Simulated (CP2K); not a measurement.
Consider 2-carboxypyridine at its PBE geometry (Å).

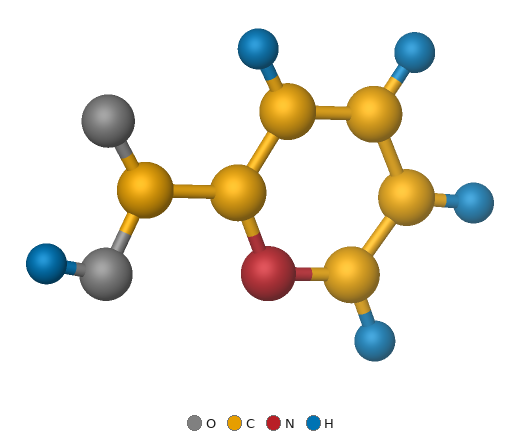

The molecule (oxygen grey, carbon orange, nitrogen red, hydrogen blue).

```xyz
14

O     2.7408    0.6545    0.8710
C     2.0938   -0.0436    0.0978
O     2.6708   -0.9128   -0.7801
C     0.5960   -0.0443    0.0009
C    -0.1276    0.8371    0.8146
C    -1.5189    0.8352    0.7197
C    -2.1267   -0.0435   -0.1782
C    -1.3128   -0.8872   -0.9445
N     0.0253   -0.9013   -0.8680
H     3.6336   -0.8297   -0.6181
H     0.4092    1.4965    1.4945
H    -2.1172    1.5066    1.3353
H    -3.2101   -0.0796   -0.2883
H    -1.7561   -1.5878   -1.6566
```

Method: CP2K XAS_TDP, all-electron GAPW, PBEh(45%), aug-cc-pVDZ, TDA, GW2X-corrected core level, no relativity.

Predict the bright core excitations at the C K edge.

Leading lines: C2 289.80 eV, C4 287.20 eV, C5 286.80 eV, C6 287.06 eV, C7 286.83 eV and C8 287.51 eV. The leading line of an atom is its first one with 35 % of the strongest within 2.5 eV of its lowest line over the strength cut. Core ionisation energies at this level: C6 292.94, C8 293.21, C5 292.58, C7 292.62, C2 296.62 and C4 293.26 eV.

The first six lines of each atom with a strength over 0.0015:

```tsv
atom	energy (eV)	states	strength, one atom	above the computed threshold
C2 (bonded to C and 2 O)	289.80	1	0.0644	
	294.00	1	0.0042	
	294.47	1	0.0122	
	294.80	1	0.0024	
	296.60	1	0.0087	
	297.11	1	0.0110	yes
C4 (bonded to 2 C and N)	287.20	1	0.0408	
	291.30	1	0.0172	
	291.69	1	0.0027	
	292.27	1	0.0026	
	293.12	1	0.0017	
	293.88	1	0.0090	yes
C5 (bonded to 2 C and H)	286.80	1	0.0503	
	290.68	1	0.0077	
	291.59	1	0.0042	
	292.23	1	0.0028	
	292.24	1	0.0024	
	293.17	1	0.0054	yes
C6 (bonded to 2 C and H)	287.06	1	0.0523	
	290.69	1	0.0119	
	291.90	1	0.0018	
	292.06	1	0.0020	
	292.25	1	0.0067	
	293.47	1	0.0037	yes
C7 (bonded to 2 C and H)	286.83	1	0.0481	
	290.35	1	0.0122	
	291.56	1	0.0015	
	291.67	1	0.0104	
	291.74	1	0.0022	
	292.25	1	0.0016	
C8 (bonded to C, N and H)	287.51	1	0.0548	
	291.18	1	0.0111	
	292.14	1	0.0036	
	292.52	1	0.0060	
	292.81	1	0.0016	
	292.87	1	0.0018
```

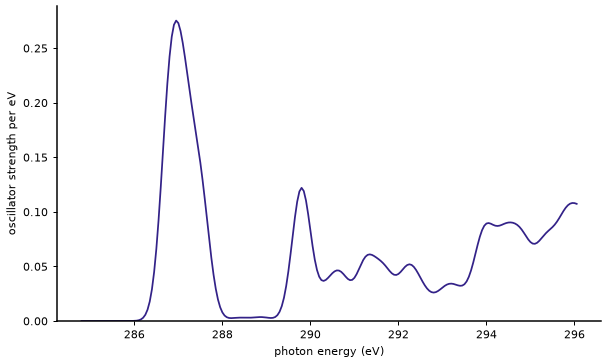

All atoms added, broadened by 0.5 eV.

Lines are vertical, at one geometry, with no vibrational structure. GW2X ionisation energies and lines can be off by 1 to 2 eV either way, and a good line position may hide errors that cancel. These values hold no scalar relativity, about 0.1 eV for C 1s. Rydberg lines, and the discretised continuum above threshold, depend on the basis and the box.

[Banner, clock and machine lines of the logs are left out without a mark of their own.]

[Logs are printed without paths, hosts, clocks, repeated set-up lines and the standing remarks that a program may print on its own settings, such as how far it seeks lower states.]

[Hosts, paths, dates, database ids (printed as entryN), source tags and the programs' standing remarks are cut or masked in the printed files.]
